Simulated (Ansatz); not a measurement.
C₂H₆Ga (doublet)

Input file:

```
basis:
  gaussian: {orbitals: def2-TZVPD}
crystal:
  periodic: [false, false, false]
  atoms:
    - {symbol: C, position_ang: [-0.302329, 0.226990, -0.263478]}
    - {symbol: C, position_ang: [1.082676, 0.445533, -0.860794]}
    - {symbol: Ga, position_ang: [-0.575118, 1.091782, 1.525758]}
    - {symbol: H, position_ang: [1.184640, -0.037388, -1.848418]}
    - {symbol: H, position_ang: [0.601724, 1.998149, 2.140991]}
    - {symbol: H, position_ang: [1.877589, 0.034813, -0.218199]}
    - {symbol: H, position_ang: [-0.530617, -0.846377, -0.143343]}
    - {symbol: H, position_ang: [1.306977, 1.515026, -0.999616]}
    - {symbol: H, position_ang: [-1.096241, 0.620053, -0.923422]}
magnetization: {spin_polarized: true, initial_magnetization: 1}
hamiltonian: {xc: {name: PBE0}}
output: {forces: true, orbitals: {seedname: orbitals}}
```

Launched as:

```sh
ansatz run input.yaml --threads 2 --pin off --max-ram 4350MiB --events-out events.jsonl --progress --plain --runs-dir runs
```

Geometry: PBE0-D3(BJ)/def2-SVP.

These are results of isolated molecule in a Gaussian basis; Kohn-Sham density functional theory, functional PBE0 (Ansatz), not measurements.

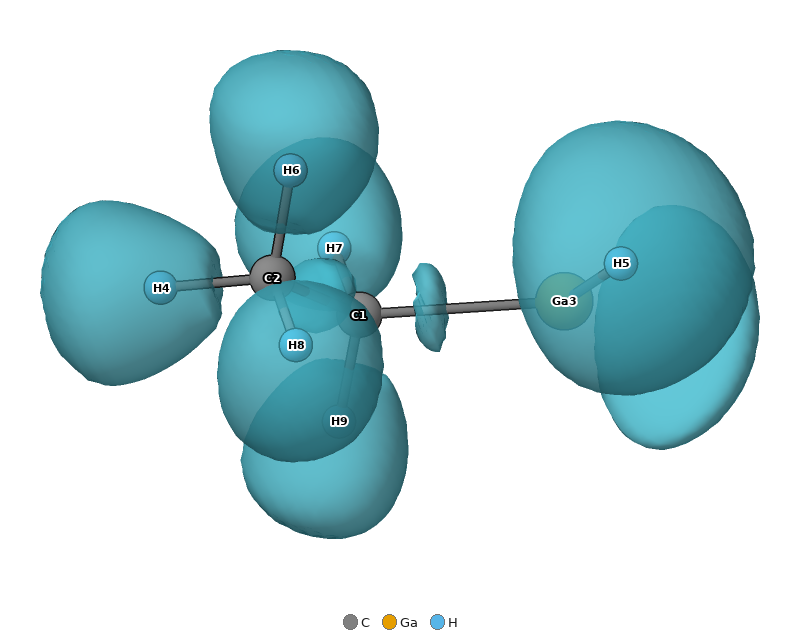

Figure 1. Isosurface of the ELF at 0.85 (cyan), seen from one side. Only the valence region is drawn (cores and ρ < 0.01 e/Å³ removed).

Q: Where are the electrons localised?

A: At this value the surface marks out one region between bonded C–C atoms (shared pairs), six regions around hydrogen nuclei, one lobe of the valence shell of C pointing towards Ga (polar bonds) and one lobe on Ga, pointing away from the bonds (non-bonding electrons).


C–C (1.52 Å): the ELF peaks at about 0.95 between the atoms: localised, covalent bonding. C–Ga (2.01 Å): the ELF peaks at about 0.90 in the valence shell of C, 0.7 Å from its nucleus, and is about 0.60 at the midpoint.

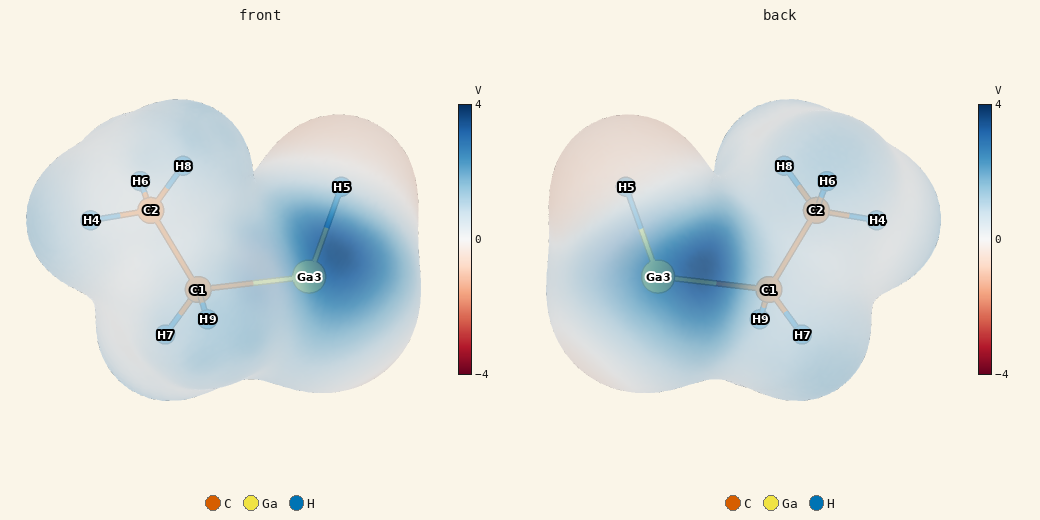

Figure 2. The molecular electrostatic potential painted on the density surface at 0.004 e/bohr³, seen from the front and from behind; the colour scale runs from red (negative) to blue (positive).

Q: Which sites attract a positive test charge, and which a negative one?

A: A positive charge is drawn to the negative regions and a negative charge to the positive ones. The most negative region (about −0.5 V) lies over H5, the most positive (about +3.4 V) over Ga3.

Q: How polar is the molecule by this calculation?

A: Its dipole moment is 0.88 D.

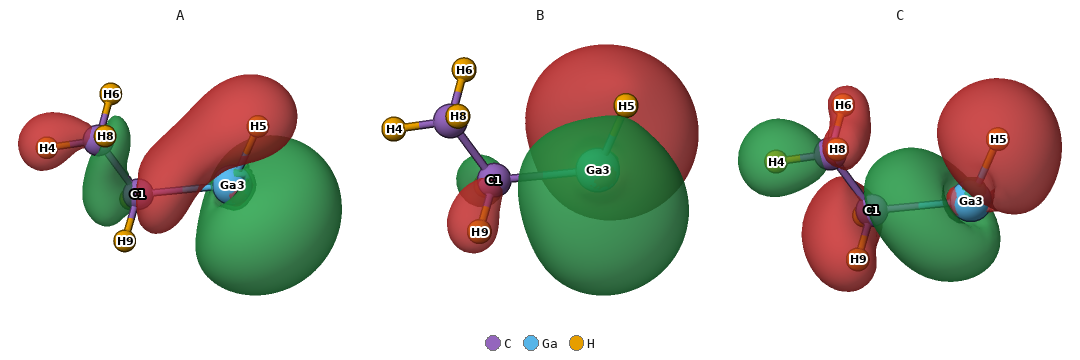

Figure 3. Three frontier orbitals at ±0.08 Å⁻³ᐟ² (green and red are the two phases), in no order.

Q: Which picture is the HOMO−1, the HOMO and the LUMO? All are α orbitals.

A: C is the HOMO−1 (α) (−7.82 eV). By Hirshfeld shares it lies mainly on Ga3 (about 30 %), C1 (about 30 %) and H5 (about 25 %). A is the HOMO (α) (−5.18 eV). Its weight (Hirshfeld) is mainly on Ga3 (about 70 %), C1 (about 10 %) and H5 (about 10 %). B is the LUMO (α) (−1.59 eV). By Hirshfeld shares it lies mainly on Ga3 (about 85 %).

Q: What is the gap between the highest occupied and lowest empty α orbitals?

A: 3.59 eV between the orbital energies.

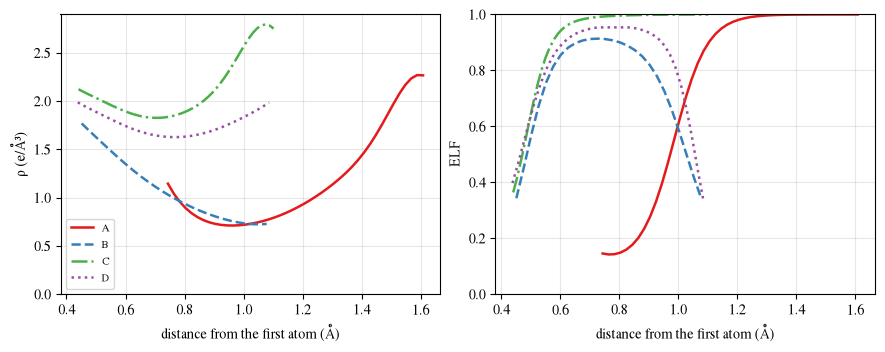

Figure 4. Electron density and ELF along straight lines between neighbouring atoms. The curves leave out the atomic cores.

Q: Which curve belongs to which contact (C–C, C–Ga, C–H and Ga–H)? The first atom named is at distance zero.

A: Curve A: Ga–H (1.61 Å): ρ is about 0.89 e/Å³ halfway; the ELF climbs to about 1 towards the hydrogen. Curve B: C–Ga (2.01 Å): ρ is about 0.73 e/Å³ halfway; the ELF peaks at about 0.90 in the valence shell of C, 0.7 Å from its nucleus, and is about 0.60 at the midpoint. Curve C: C–H (1.10 Å): ρ is about 2 e/Å³ halfway; the ELF climbs to about 1 towards the hydrogen; an ordinary covalent bond to hydrogen. Curve D: C–C (1.52 Å): ρ is about 1.6 e/Å³ halfway; the ELF peaks at about 0.95 between the atoms: localised, covalent bonding.
